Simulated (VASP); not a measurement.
Band structure of Si (diamond). These are LDA (Ceperley-Alder, Perdew-Zunger), VASP's LDA PAW potentials (set 64) (plane waves; VASP) values and carry that method's errors.

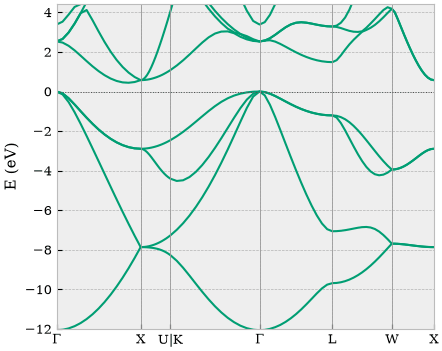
*Bands along high-symmetry lines, zero at the valence-band maximum or, without a gap, the Fermi level*

### Question
Read the plot: is there a gap, and where are the band edges?

### Answer
The gap is indirect, 0.44 eV, from the valence maximum at Γ to the conduction minimum at Γ-X at 0.86. (Edges off the drawn lines would not show.)

Measured: gap 1.23 eV (computed value off by -0.79 eV), as given by Wei Chen et al., Physical Review Materials (2018), doi:10.1103/physrevmaterials.2.073803 [zero-point renormalisation of 0.06 eV added back (the table's ZPR column)].

The compound is Si in the diamond structure. It was relaxed first.
